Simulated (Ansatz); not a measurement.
# A hypothetical structure for MgPbO2

This structure for MgPbO2 is made up. Its elements were placed in a known structure type with a cell scaled to their sizes. What cell does the guess relax to, and how far off was it?

Main program and level: Ansatz 0.2.0; DFT, PBEsol, plane-wave PAW, files of the set soft_1, scalar-relativistic, no spin, cell and ions relaxed at zero pressure; PAW set soft_1, in the first sound run; inputs show where later runs differ.

**1. Starting point**

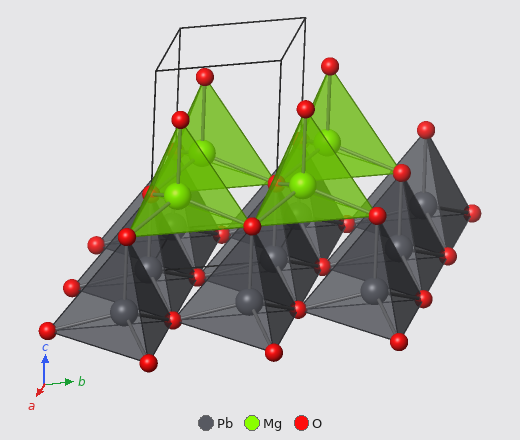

The cell as given, slightly off an axis (lead dark grey, magnesium green, oxygen red). 2×2×1 cells are drawn. Some periodic images of atoms are drawn too.

**2. Relaxation of the guess**

The guess takes its coordinates from another compound and its volume from a rule, so the cell and any free coordinates are relaxed together.

The input, input.yaml:

```yaml
crystal:
  lattice:
    - [3.672, 0.0, 0.0]
    - [-1.836, 3.180045283, 0.0]
    - [0.0, 0.0, 5.883]
  atoms:
    - { symbol: Pb, position: [0.0, 0.0, 0.0104] }
    - { symbol: Mg, position: [0.666666667, 0.333333333, 0.5011] }
    - { symbol: O, position: [0.0, 0.0, 0.3856] }
    - { symbol: O, position: [0.666666667, 0.333333333, 0.8812] }
kpoints:
  mp_grid: { grid: [8, 8, 5] }
scf:
  occupations: { method: fermi_dirac, width: 0.05 }
hamiltonian:
  xc: pbesol
  pseudopotentials: { kind: paw, azcp: { folder: soft_1 }, xc_functional: pbe }
relax:
  f_tol: 0.015
  max_steps: 70
  cell: {}
output:
  forces: true
  stress: true
```

Run with:

```sh
> ansatz run input.yaml --threads 4 --pin off --max-ram 8192MiB --backend cpu --events-out ev --progress --plain --runs-dir out
```

Numbers of over 12 decimals in the logs are rounded to 6 here.

The program printed:

```text
Engine: ansatz 0.2.0, aarch64-unknown-linux-gnu
Pseudopotentials: kind: paw
Pseudopotential: Pb, paw, valence charge 14, recommended cutoff 420 eV (normal), soft_1/Pb.paw.azcp
Pseudopotential: Mg, paw, valence charge 10, recommended cutoff 420 eV (normal), soft_1/Mg.paw.azcp
Pseudopotential: O, paw, valence charge 6, recommended cutoff 420 eV (normal), soft_1/O.paw.azcp
Functional definition: PBEsol
  exchange = pbesol_x
  correlation = pbesol_c
Crystal: 4 atoms, lattice volume = 68.697 Å³
Basis set: ecut = 420 eV, 1339 PW (Γ), exchange–correlation on 50×50×80 points (8 copies of the dense FFT grid, shifted against one another)
Bands: 22, of which v1, the nominal top of the filled ones, is band 18 counted from 1 (17 counted from 0)
Symmetry: 6 space group operations
Space group: P3m1 (ITA 156), of the structure as read, at distance tolerance 4.1e-5 Å
k-points: 40 of 320 (time reversal used)
Non-local potential: Pb, projectors of the file, l = 0: 2, l = 1: 2, l = 2: 2, l = 3: 1
Non-local potential: Mg, projectors of the file, l = 0: 3, l = 1: 2, l = 2: 1
Non-local potential: O, projectors of the file, l = 0: 2, l = 1: 2, l = 2: 1
PAW form: soft (Blöchl's): semilocal exchange-correlation on the pseudo side does not see the compensation charge
PAW frozen core: Pb, regenerated for the run's functional, and the local potential with it (the file was generated under x = pbe(κ = 0.804, μ = 0.219515), c = pbe(β = 0.066725))
PAW frozen core: Mg, regenerated for the run's functional, and the local potential with it (the file was generated under x = pbe(κ = 0.804, μ = 0.219515), c = pbe(β = 0.066725))
PAW frozen core: O, regenerated for the run's functional, and the local potential with it (the file was generated under x = pbe(κ = 0.804, μ = 0.219515), c = pbe(β = 0.066725))
PAW one-centre angular grid: Pb, 590 points (default); XC on 64 Gauss nodes
PAW one-centre angular grid: Mg, 110 points (default); XC on 64 Gauss nodes
PAW one-centre angular grid: O, 110 points (default); XC on 64 Gauss nodes
Initial density: superposition of atomic densities (chi_scale 0.1, normalization cell, long waves kept (reshape's long-wave potential 0.19 eV rms))
Initial wavefunctions: pseudopotential atomic-orbital guess
Functional: x = pbesol(κ = 0.804, μ = 0.123457), c = pbesol(β = 0.046)
SCF iter   1: F=—  HF=-14791.931784 eV  |F-HF|=—  |Δ(HF+E_count)|=         —  Δρ=4.85e-2  dr2=1.71e0  ethr=3.10e-3  ⟨swp⟩=6.1  Hψ=4610  notcnv=0
preconditioner: auto → Resta (q_TF=auto, 2.450 Å⁻¹)  ε∞=3.7  [insulator: Δε(μ)=0.243 eV  Ē_g=14.538 eV  σ=0.050 eV  W_gap=0.80  n_scr=22 (ndim 8)  ℏωp=23.7 eV  f_vac=0.000  D(μ)=0.32/eV (n_scr^D=0)  ε∞_Penn≈3.7]
SCF iter   2: F=—  HF=-14791.607594 eV  |F-HF|=—  |Δ(HF+E_count)|=   3.24e-1  Δρ=2.57e-2  dr2=5.83e-1  ethr=3.10e-3  ⟨swp⟩=2.0  Hψ=1437  notcnv=0
SCF iter   3: F=—  HF=-14791.493073 eV  |F-HF|=—  |Δ(HF+E_count)|=   1.15e-1  Δρ=4.14e-3  dr2=1.84e-2  ethr=1.62e-3  ⟨swp⟩=3.3  Hψ=1413  notcnv=0
SCF iter   4: F=—  HF=-14791.492637 eV  |F-HF|=—  |Δ(HF+E_count)|=   4.35e-4  Δρ=1.28e-3  dr2=1.45e-3  ethr=5.10e-5  ⟨swp⟩=3.1  Hψ=1765  notcnv=0
SCF iter   5: F=—  HF=-14791.493537 eV  |F-HF|=—  |Δ(HF+E_count)|=   8.99e-4  Δρ=3.03e-4  dr2=7.54e-5  ethr=4.03e-6  ⟨swp⟩=2.0  Hψ=1158  notcnv=0
SCF iter   6: F=—  HF=-14791.493592 eV  |F-HF|=—  |Δ(HF+E_count)|=   5.58e-5  Δρ=1.11e-4  dr2=7.86e-6  ethr=2.10e-7  ⟨swp⟩=2.5  Hψ=1574  notcnv=0
SCF iter   7: F=—  HF=-14791.493596 eV  |F-HF|=—  |Δ(HF+E_count)|=   3.18e-6  Δρ=1.98e-5  dr2=3.84e-7  ethr=2.18e-8  ⟨swp⟩=3.0  Hψ=1468  notcnv=0
SCF iter   8: F=-14791.493596 eV  HF=-14791.493596 eV  |F-HF|=6.02e-9  |Δ(HF+E_count)|=   1.61e-7  Δρ=4.48e-6  dr2=1.98e-8  ethr=2.78e-10  ⟨swp⟩=5.0  Hψ=3378  notcnv=0
SCF 1 converged in 8 iterations: F = -14791.493596 eV  dr2 = 1.98e-8
  greatest PAW one-centre occupation: 1.000 electrons in one spin orbital (limit 2), on the Mg atom at site 1 (counted from 0), in its partial waves of l = 0
relax step   1: F+E_penalty+E_count = -14791.49359572 eV  Δ(F+E_penalty+E_count) = +0.000e0 eV  max|allowed force component| = 2.715e0 eV/Å  Δτ_max = 0.0000 Å  P = +1.814 GPa  Ω = 68.697 Å³  (8 SCF iters, dr2 threshold 1.00e-7 eV, accepted)
Crystal: 4 atoms, lattice volume = 69.682 Å³
Basis set: ecut = 420 eV, 1387 PW (Γ), exchange–correlation on 50×50×80 points (8 copies of the dense FFT grid, shifted against one another)
Initial density: handed on by an earlier stage of this run
Initial wavefunctions: those handed on with the density
iter 1 solved again at ethr=4.17e-4 eV; its pass at ethr=3.10e-3 eV (dr2=1.50e-1 eV) is discarded
SCF iter   1: F=—  HF=-14792.128228 eV  |F-HF|=—  |Δ(HF+E_count)|=         —  Δρ=1.43e-2  dr2=1.50e-1  ethr=4.17e-4  ⟨swp⟩=1.3  Hψ=5170  notcnv=0
preconditioner: auto → Resta (q_TF=auto, 2.444 Å⁻¹)  ε∞=3.7  [insulator: Δε(μ)=0.804 eV  Ē_g=14.262 eV  σ=0.050 eV  W_gap=1.00  n_scr=22 (ndim 8)  ℏωp=23.5 eV  f_vac=0.047  D(μ)=0.00/eV (n_scr^D=0)  ε∞_Penn≈3.7]
SCF iter   2: F=—  HF=-14792.102463 eV  |F-HF|=—  |Δ(HF+E_count)|=   2.58e-2  Δρ=7.63e-3  dr2=3.29e-2  ethr=4.17e-4  ⟨swp⟩=2.8  Hψ=1396  notcnv=0
SCF iter   3: F=—  HF=-14792.097823 eV  |F-HF|=—  |Δ(HF+E_count)|=   4.64e-3  Δρ=3.85e-3  dr2=1.30e-2  ethr=9.13e-5  ⟨swp⟩=2.0  Hψ=1454  notcnv=0
SCF iter   4: F=—  HF=-14792.095624 eV  |F-HF|=—  |Δ(HF+E_count)|=   2.20e-3  Δρ=8.60e-4  dr2=6.54e-4  ethr=3.61e-5  ⟨swp⟩=2.2  Hψ=1302  notcnv=0
SCF iter   5: F=—  HF=-14792.095552 eV  |F-HF|=—  |Δ(HF+E_count)|=   7.26e-5  Δρ=5.23e-4  dr2=1.76e-4  ethr=1.82e-6  ⟨swp⟩=2.0  Hψ=1362  notcnv=0
SCF iter   6: F=—  HF=-14792.095552 eV  |F-HF|=—  |Δ(HF+E_count)|=   3.44e-7  Δρ=1.67e-4  dr2=1.96e-5  ethr=4.90e-7  ⟨swp⟩=2.0  Hψ=1128  notcnv=0
SCF iter   7: F=—  HF=-14792.095554 eV  |F-HF|=—  |Δ(HF+E_count)|=   2.25e-6  Δρ=3.02e-5  dr2=9.19e-7  ethr=5.46e-8  ⟨swp⟩=2.0  Hψ=1188  notcnv=0
SCF iter   8: F=-14792.095555 eV  HF=-14792.095555 eV  |F-HF|=4.52e-8  |Δ(HF+E_count)|=   2.94e-7  Δρ=7.39e-6  dr2=5.33e-8  ethr=1.11e-9  ⟨swp⟩=5.0  Hψ=3286  notcnv=0
SCF 2 converged in 8 iterations: F = -14792.095555 eV  dr2 = 5.33e-8
relax step   2: F+E_penalty+E_count = -14792.09555476 eV  Δ(F+E_penalty+E_count) = -6.020e-1 eV  max|allowed force component| = 7.367e-1 eV/Å  Δτ_max = 0.1952 Å  P = -4.152 GPa  Ω = 69.682 Å³  energy of the carried Pulay correction = -1.453e-3 eV  (8 SCF iters, dr2 threshold 4.00e-7 eV, accepted)
Crystal: 4 atoms, lattice volume = 64.139 Å³
Basis set: ecut = 420 eV, 1275 PW (Γ), exchange–correlation on 50×50×80 points (8 copies of the dense FFT grid, shifted against one another)
iter 1 solved again at ethr=8.25e-4 eV; its pass at ethr=3.10e-3 eV (dr2=2.97e-1 eV) is discarded
SCF iter   1: F=—  HF=-14792.385134 eV  |F-HF|=—  |Δ(HF+E_count)|=         —  Δρ=1.68e-2  dr2=2.96e-1  ethr=8.25e-4  ⟨swp⟩=1.0  Hψ=5674  notcnv=0
preconditioner: auto → Resta (q_TF=auto, 2.478 Å⁻¹)  ε∞=3.8  [insulator: Δε(μ)=0.971 eV  Ē_g=14.639 eV  σ=0.050 eV  W_gap=1.00  n_scr=22 (ndim 8)  ℏωp=24.5 eV  f_vac=0.015  D(μ)=0.00/eV (n_scr^D=0)  ε∞_Penn≈3.8]
SCF iter   2: F=—  HF=-14792.322270 eV  |F-HF|=—  |Δ(HF+E_count)|=   6.29e-2  Δρ=9.25e-3  dr2=5.67e-2  ethr=8.24e-4  ⟨swp⟩=2.1  Hψ=1206  notcnv=0
SCF iter   3: F=—  HF=-14792.309793 eV  |F-HF|=—  |Δ(HF+E_count)|=   1.25e-2  Δρ=4.00e-3  dr2=2.13e-2  ethr=1.57e-4  ⟨swp⟩=2.0  Hψ=1519  notcnv=0
SCF iter   4: F=—  HF=-14792.304573 eV  |F-HF|=—  |Δ(HF+E_count)|=   5.22e-3  Δρ=1.78e-3  dr2=1.98e-3  ethr=5.90e-5  ⟨swp⟩=2.0  Hψ=1300  notcnv=0
SCF iter   5: F=—  HF=-14792.304254 eV  |F-HF|=—  |Δ(HF+E_count)|=   3.19e-4  Δρ=8.63e-4  dr2=6.19e-4  ethr=5.51e-6  ⟨swp⟩=2.0  Hψ=1508  notcnv=0
SCF iter   6: F=—  HF=-14792.304150 eV  |F-HF|=—  |Δ(HF+E_count)|=   1.04e-4  Δρ=2.24e-4  dr2=5.66e-5  ethr=1.72e-6  ⟨swp⟩=2.6  Hψ=1345  notcnv=0
SCF iter   7: F=—  HF=-14792.304255 eV  |F-HF|=—  |Δ(HF+E_count)|=   1.05e-4  Δρ=5.54e-5  dr2=2.10e-6  ethr=1.57e-7  ⟨swp⟩=2.9  Hψ=1570  notcnv=0
SCF iter   8: F=-14792.304256 eV  HF=-14792.304256 eV  |F-HF|=1.57e-7  |Δ(HF+E_count)|=   1.15e-6  Δρ=1.61e-5  dr2=1.93e-7  ethr=1.11e-9  ⟨swp⟩=5.0  Hψ=3611  notcnv=0
SCF 3 converged in 8 iterations: F = -14792.304256 eV  dr2 = 1.93e-7
relax step   3: F+E_penalty+E_count = -14792.30425618 eV  Δ(F+E_penalty+E_count) = -2.087e-1 eV  max|allowed force component| = 1.675e0 eV/Å  Δτ_max = 0.1821 Å  P = +0.228 GPa  Ω = 64.139 Å³  energy of the carried Pulay correction = +7.002e-3 eV  (8 SCF iters, dr2 threshold 4.00e-7 eV, accepted)
[... from here on, the SCF cycles and remarks between the steps are left out ...]
relax step   4: F+E_penalty+E_count = -14792.41511407 eV  Δ(F+E_penalty+E_count) = -1.109e-1 eV  max|allowed force component| = 4.663e-1 eV/Å  Δτ_max = 0.0667 Å  P = +0.255 GPa  Ω = 64.902 Å³  energy of the carried Pulay correction = +5.798e-3 eV  (8 SCF iters, dr2 threshold 4.00e-7 eV, accepted)
relax step   5: F+E_penalty+E_count = -14792.43900664 eV  Δ(F+E_penalty+E_count) = -2.389e-2 eV  max|allowed force component| = 9.995e-2 eV/Å  Δτ_max = 0.0357 Å  P = -0.699 GPa  Ω = 65.109 Å³  energy of the carried Pulay correction = +5.473e-3 eV  (8 SCF iters, dr2 threshold 4.00e-7 eV, accepted)
relax step   6: F+E_penalty+E_count = -14792.44312593 eV  Δ(F+E_penalty+E_count) = -4.119e-3 eV  max|allowed force component| = 3.887e-2 eV/Å  Δτ_max = 0.0114 Å  P = +0.055 GPa  Ω = 64.394 Å³  energy of the carried Pulay correction = +6.598e-3 eV  (6 SCF iters, dr2 threshold 4.00e-7 eV, accepted)
relax step   7: F+E_penalty+E_count = -14792.44342024 eV  Δ(F+E_penalty+E_count) = -2.943e-4 eV  max|allowed force component| = 2.107e-2 eV/Å  Δτ_max = 0.0047 Å  P = +0.050 GPa  Ω = 64.356 Å³  energy of the carried Pulay correction = +6.658e-3 eV  (6 SCF iters, dr2 threshold 9.44e-8 eV, accepted)
relax step   8: F+E_penalty+E_count = -14792.44354528 eV  Δ(F+E_penalty+E_count) = -1.250e-4 eV  max|allowed force component| = 1.524e-3 eV/Å  Δτ_max = 0.0048 Å  P = -0.004 GPa  Ω = 64.352 Å³  energy of the carried Pulay correction = +6.666e-3 eV  (6 SCF iters, dr2 threshold 2.78e-8 eV, accepted)
relax step   9: F+E_penalty+E_count = -14792.44637694 eV  Δ(F+E_penalty+E_count) = -2.832e-3 eV  max|allowed force component| = 1.993e-3 eV/Å  Δτ_max = 0.0000 Å  P = +0.018 GPa  Ω = 64.352 Å³  stress off target by 3.66e-1 GPa  SCF on the basis re-selected at this cell (its energy is not comparable with the rows above)  (8 SCF iters)
relax step  10: F+E_penalty+E_count = -14792.44674163 eV  Δ(F+E_penalty+E_count) = -3.647e-4 eV  max|allowed force component| = 3.174e-3 eV/Å  Δτ_max = 0.0014 Å  P = -0.025 GPa  Ω = 64.379 Å³  energy of the carried Pulay correction = -6.021e-5 eV  (6 SCF iters, dr2 threshold 3.35e-7 eV, accepted)
iter 1 solved again at ethr=6.14e-8 eV; its pass at ethr=3.10e-3 eV (dr2=2.21e-5 eV) is discarded
SCF iter   1: F=—  HF=-14792.446704 eV  |F-HF|=—  |Δ(HF+E_count)|=         —  Δρ=8.25e-5  dr2=1.45e-7  ethr=6.14e-8  ⟨swp⟩=3.4  Hψ=7303  notcnv=0
preconditioner: auto → Resta (q_TF=auto, 2.476 Å⁻¹)  ε∞=3.7  [insulator: Δε(μ)=0.858 eV  Ē_g=14.833 eV  σ=0.050 eV  W_gap=1.00  n_scr=22 (ndim 8)  ℏωp=24.5 eV  f_vac=0.029  D(μ)=0.00/eV (n_scr^D=0)  ε∞_Penn≈3.7]
SCF iter   2: F=—  HF=-14792.446769 eV  |F-HF|=—  |Δ(HF+E_count)|=   6.50e-5  Δρ=4.17e-5  dr2=4.28e-8  ethr=4.02e-10  ⟨swp⟩=2.0  Hψ=1601  notcnv=0
SCF iter   3: F=—  HF=-14792.446776 eV  |F-HF|=—  |Δ(HF+E_count)|=   6.52e-6  Δρ=7.04e-6  dr2=1.58e-8  ethr=1.19e-10  ⟨swp⟩=2.0  Hψ=1186  notcnv=0
SCF iter   4: F=—  HF=-14792.446776 eV  |F-HF|=—  |Δ(HF+E_count)|=   7.28e-8  Δρ=1.34e-6  dr2=9.79e-10  ethr=4.38e-11  ⟨swp⟩=2.0  Hψ=1164  notcnv=0
SCF iter   5: F=—  HF=-14792.446776 eV  |F-HF|=—  |Δ(HF+E_count)|=   1.90e-9  Δρ=7.67e-7  dr2=2.38e-10  ethr=2.72e-12  ⟨swp⟩=2.0  Hψ=1031  notcnv=0
SCF iter   6: F=-14792.446776 eV  HF=-14792.446776 eV  |F-HF|=7.28e-12  |Δ(HF+E_count)|=   1.60e-9  Δρ=1.02e-7  dr2=2.65e-12  ethr=1.00e-12  ⟨swp⟩=3.6  Hψ=3860  notcnv=0
SCF 11 converged in 6 iterations: F = -14792.446776 eV  dr2 = 2.65e-12
relax step  11: F+E_penalty+E_count = -14792.44677570 eV  Δ(F+E_penalty+E_count) = -3.407e-5 eV  max|allowed force component| = 3.202e-3 eV/Å  Δτ_max = 0.0000 Å  P = -0.023 GPa  Ω = 64.379 Å³  stress off target by 4.56e-2 GPa  SCF on the basis re-selected at this cell (its energy is not comparable with the rows above)  (6 SCF iters)
basis re-selected at this cell: Δ(F+E_penalty+E_count) = -3.407e-5 eV, ΔP = +0.002 GPa vs the last step (what re-selecting the basis moved, of the pressure what is left beyond the Pulay correction that the steps carried, after the strain that the cell walked since its last selection, with what the two solves' SCF thresholds leave and, on support functions, any second-order correction that the steps lacked; it is no m [...]
SCF converged after 6 iterations
Free energy (F): -14792.446776 eV
Harris-Foulkes:  -14792.446776 eV  (|F-HF|=7.28e-12)
Internal energy: -14792.446769 eV  (E = F + TS)
E sigma→0 (E₀):  -14792.446772 eV
Entropy (-TS):   -0.000007 eV (-0.002 meV/atom)
Fermi energy:    8.096733 eV
--- Per-component energies (eV) ---
  E_band       = -388.618988
  E_kinetic    = 700.615016
  E_local      = -3411.965038  (includes V_loc(G=0)·N_el)
  E_nonlocal   = 608.398084
  E_hartree    = 1232.790138
  E_xc         = -373.454306
  E_vxc        = -355.564587  (∫ρ·V_xc dr)
  E_paw        = -10844.474901  (= ΣΔE_a)
  E_vpaw       = -395.684160  (= ΣTr[D̂ρ^β])
  E_aug_tail   = 0.001415  (compensation charges beyond the density's cutoff)
  E_ewald      = -2704.548785
  E_core_change = 0.191608  (= ΣΔE_core)
  E_smearing   = -0.000007  (= −TS)
  E_closure    = 0.000000  (closes the sum)
  Σ components = -14792.446776   (vs F -14792.446776, Δ=0.00e0)
--- Forces (eV/Å), atoms counted from 1 ---
  atom   1  Pb     0.00000000     0.00000000    -0.00195537
  atom   2  Mg     0.00000000     0.00000000     0.00320122
  atom   3  O     -0.00000000    -0.00000000     0.00023907
  atom   4  O     -0.00000000    -0.00000000    -0.00148778
  max |Σ_I F_I| component: 2.87e-6 eV/Å
--- Stress (GPa, compression-positive) ---
       -0.045550      -0.000000      -0.000000
       -0.000000      -0.045550      -0.000000
        0.000000      -0.000000       0.023563
  P = ⅓ Tr σ = -0.0225 GPa (-0.225 kbar)
--- Relaxed structure (9 steps of the walk, 9 accepted, 2 SCFs on fresh bases) ---
  F+E_penalty+E_count = -14792.44677570 eV   max|allowed force component| = 3.202e-3 eV/Å   (the final SCF, on the basis selected at the relaxed cell)
  cell:  # Å, volume = 64.3786 Å³
    - [3.427779, 0, 2.4274418158123033e-18]
    - [-1.713890, 2.968544, -1.2137209079061486e-18]
    - [3.889063235768573e-18, 0, 6.326816]
  atoms:
    - { symbol: Pb, position: [-1.8623096816654758e-17, -1.8503717059853016e-17, 0.00939326] }
    - { symbol: Mg, position: [0.666667, 0.333333, 0.505649] }
    - { symbol: O, position: [-1.2432647222511179e-17, -1.8503717059853013e-17, 0.436798] }
    - { symbol: O, position: [0.666667, 0.333333, 0.826460] }
```

It took 13 s on 4 threads of Arm Neoverse V2, shared host; peak memory 0.42 GiB.

The steps of the relaxation:

```csv
step,energy less that of the first step (eV),largest force component (eV/Å),pressure (GPa),volume (Å³)
1,0.0000,2.7153,1.81,68.70
2,-0.6020,0.7367,-4.15,69.68
3,-0.8107,1.6754,0.23,64.14
4,-0.9215,0.4663,0.25,64.90
5,-0.9454,0.1000,-0.70,65.11
6,-0.9495,0.0389,0.06,64.39
7,-0.9498,0.0211,0.05,64.36
8,-0.9499,0.0015,0.00,64.35
9*,-0.9528,0.0020,0.02,64.35
10,-0.9531,0.0032,-0.02,64.38
11*,-0.9532,0.0032,-0.02,64.38
```

Relaxation steps marked * repeat the geometry before them on a plane-wave basis chosen anew for their cell, so energy and pressure can jump there.

Forces are held to the 6 operations that the run works with; a distortion that breaks them can't arise in this run.

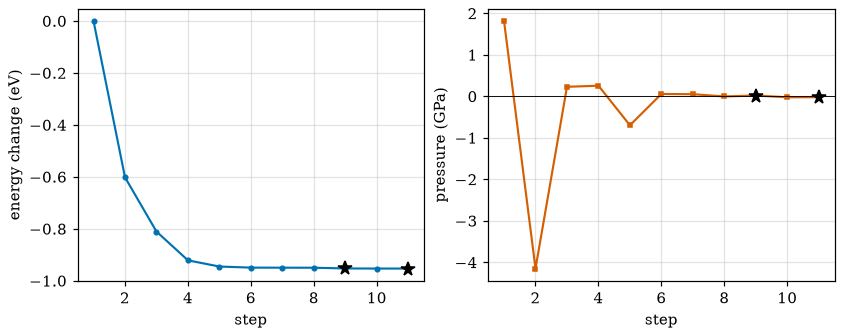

Energy and pressure along the relaxation. Stars mark steps on a basis chosen anew.

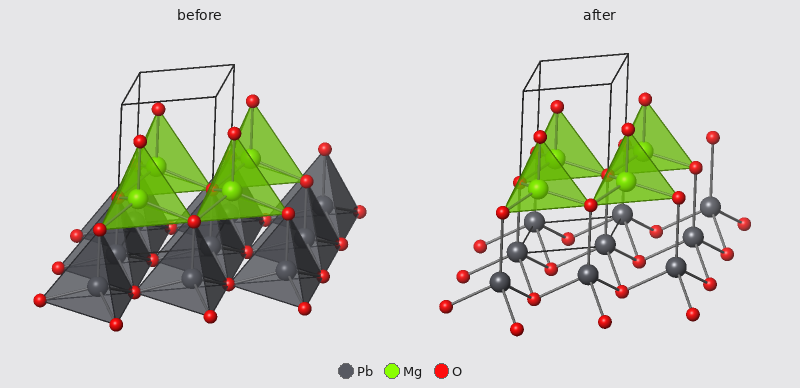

The structure before and after the relaxation, drawn at the same scale.

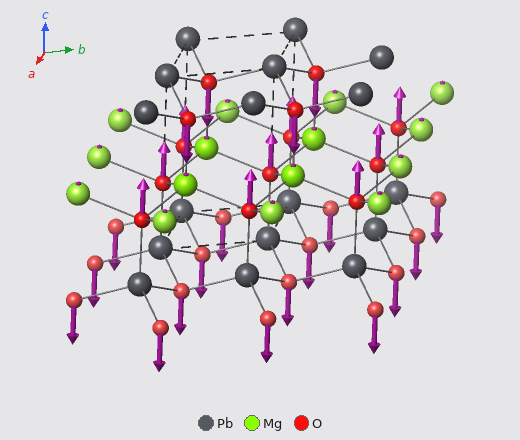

Displacements in the relaxation, exaggerated, measured against the changing cell; the longest in the cell stands for 0.35 Å. 2×2×1 cells are drawn. Some periodic images of atoms are drawn too.

```csv
"conventional cell, symmetrised",before,after,change
a (Å),3.672,3.428,-6.7 %
b (Å),3.672,3.428,-6.7 %
c (Å),5.883,6.327,+7.5 %
volume (Å³/atom),17.17,16.09,-6.3 %
```

The atoms that moved most (Å, as changes of fractional coordinates times the final cell):

```csv
atom,dx,dy,dz,length
O4,0.000,0.000,-0.346,0.346
O3,0.000,0.000,0.324,0.324
Mg2,0.000,0.000,0.029,0.029
Pb1,0.000,0.000,-0.006,0.006
```

The relaxed structure:

```xyz
4
Lattice="3.4278 0.0000 0.0000 -1.7139 2.9685 0.0000 0.0000 0.0000 6.3268" Properties=species:S:1:pos:R:3 pbc="T T T"
Pb    0.0000    0.0000    0.0594
Mg    1.7139    0.9895    3.1992
O     0.0000    0.0000    2.7635
O     1.7139    0.9895    5.2289
```

Numbers from this step:

```yaml
free_energy: -14792.4468 eV
fermi_energy: 8.097 eV
gap_by_band_count: 0.8577 eV
electrons: 36
symmetry_operations: 6
pressure: -0.02251 GPa
```

Shortest distances by pair of elements, guess and relaxed (not always the same contact):

```csv
pair,guess (Å),relaxed (Å)
Mg–O,2.226,2.026
O–Pb,2.207,2.293
O–O,3.605,3.161
Pb–Pb,3.672,3.428
Mg–Mg,3.672,3.428
```

The relaxation ends with a largest force component of 0.0032 eV/Å and a pressure of -0.02 GPa.

[end of part 1 of 2]

[Logs are printed without paths, hosts, clocks, repeated set-up lines and the standing remarks that a program may print on its own settings, such as how far it seeks lower states.]

[Hosts, paths, dates, database ids (printed as entryN), source tags and the programs' standing remarks are cut or masked in the printed files.]
